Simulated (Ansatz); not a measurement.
**Ca, pressure series**

Base system: Ca (space group I4/mmm, No. 139; a cell from a computed database, its experimental status unchecked).

```xyz
1
Lattice="-2.2093 2.2093 2.0700 2.2093 -2.2093 2.0700 2.2093 2.2093 -2.0700" Properties=species:S:1:pos:R:3 pbc="T T T"
Ca     0.0000     0.0000     2.0700
```

Cell and atoms are relaxed at each pressure.

All numbers come from PBEsol, PAW, 420 eV (Ansatz, a quantum-chemistry and plane-wave program; no spin-orbit coupling).

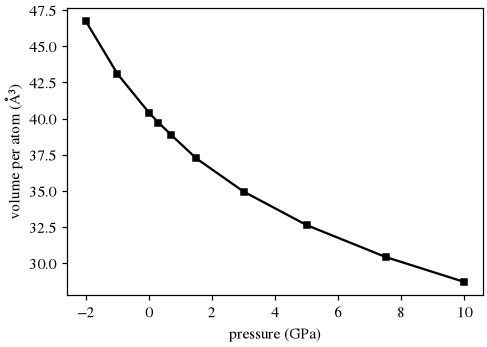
Figure. Volume per atom against pressure

```tsv
pressure (GPa)	volume per atom
-2	46.73 Å³
-1	43.10 Å³
0.3	39.73 Å³
0.7	38.89 Å³
1.5	37.25 Å³
3	34.96 Å³
5	32.64 Å³
7.5	30.44 Å³
10	28.70 Å³
```

Load acts through the strain it causes; cell and atoms are relaxed under it. Stability against distortions was not tested. No other phases were tried under pressure. Along this pressure series the structure jumps between pressure 0.7 GPa and pressure 1.5 GPa; cells beyond that are another form of it. This is not the structure that Ca has at room temperature and ambient pressure.
